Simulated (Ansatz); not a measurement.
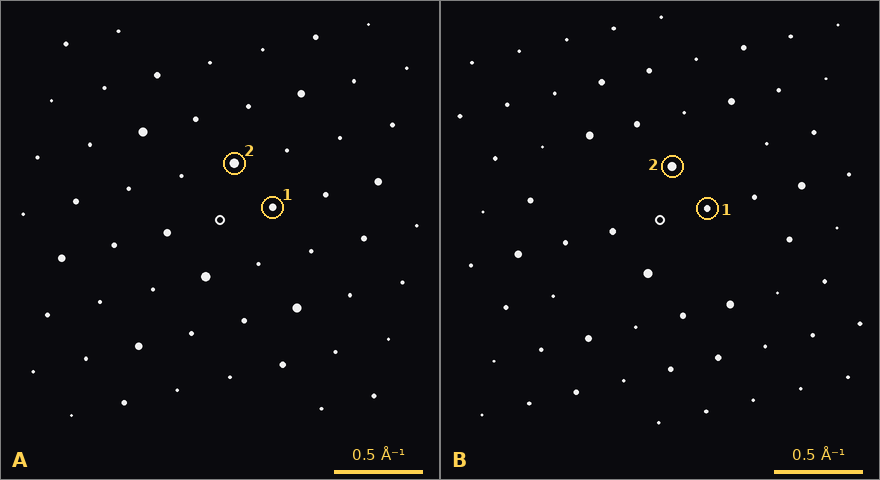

Kinematic electron diffraction patterns (200 kV, B = 0.5 Å², same scale) along [111] of the run's own cell, for the start and the end of one relaxation of Al3As2 with Ansatz, DFT PBE, scalar-relativistic, plane waves, PAW. k mesh 12×12×6. The start is a generated model structure, and the relaxation ends in the nearest stationary point of its symmetry, not necessarily the ground state. Spot 1 is -1 1 0 and spot 2 is -1 0 1 in both.

Start structure:

```
Al As
1.0
     4.17542    0.00000    0.00000
    -2.08771    3.61602    0.00000
     0.00000    0.00000    6.88098
Al As
3 2
Direct
  0.00000 0.00000 0.00000
  0.33333 0.66667 0.62834
  0.66667 0.33333 0.37166
  0.33333 0.66667 0.23489
  0.66667 0.33333 0.76511
```

Which pattern belongs to the start structure, and which to the relaxed one?

B is the start: its cell gives d(1) = 3.616 Å, d(2) = 3.201 Å and an angle of 63.7°. A is the relaxed structure, with d(1) = 3.237 Å (-10.5 %), d(2) = 3.004 Å (-6.1 %) and 62.3°.

Name reflections whose intensity changes strongly on relaxation.

2 -1 -1 comes into sight; 2 1 -3 goes from 11 to 0.88 % of the strongest spot; 0 2 -2 goes from 53 to 100 % of the strongest spot; 3 -1 -2 goes from 29 to 51 % of the strongest spot.

What did the relaxation do to the structure and the energy?

The volume changed by -6.0 % to 19.54 Å³ an atom; with the mean shift removed, the atoms moved by up to 0.32 Å relative to the cell (As most); the space group stayed P-3m1 (No. 164); the free energy fell by 71 meV an atom. Relaxed cell: a = 3.738 Å, b = 3.738 Å, c = 8.074 Å, α = 90.00°, β = 90.00°, γ = 120.00°.
